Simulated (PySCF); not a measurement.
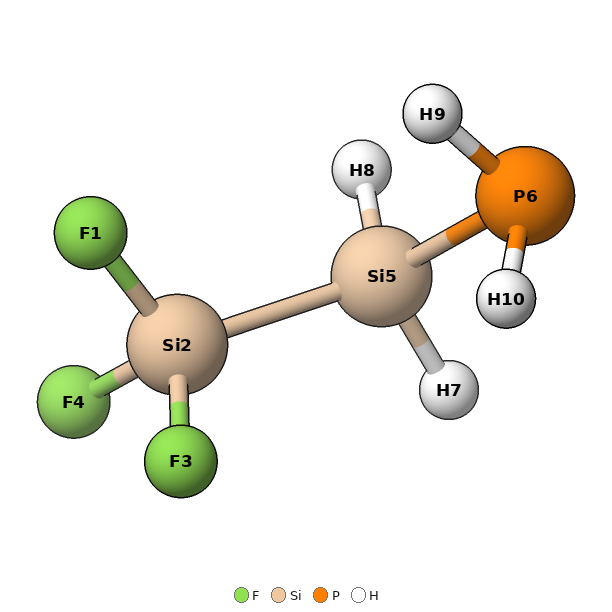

The geometry was computed by an optimisation with GFN2-xTB. No frequency run is at hand to confirm it as a minimum. Method: delta-SCF UKS SCAN, pcX-2 on the ionised atom, pcseg-1 elsewhere, spin-free X2C (PySCF 2.14.0).

Give the core-electron binding energies (to vacuum; p and d levels without spin–orbit splitting) of F1 1s, Si2 1s, Si2 2p, Si5 1s, Si5 2p, P6 1s, P6 2p.

| atom | level | binding energy (eV) |
| --- | --- | --- |
| F1 | 1s | 693.0 |
| Si2 | 1s | 1849.7 |
| Si2 | 2p | 109.7 |
| Si5 | 1s | 1847.1 |
| Si5 | 2p | 107.7 |
| P6 | 1s | 2150.4 |
| P6 | 2p | 137.2 |

The geometry is semi-empirical. Around P, Si such bond lengths and angles can be off by a tenth of an ångström or more and by several degrees, and values that hang on the shape move with them.
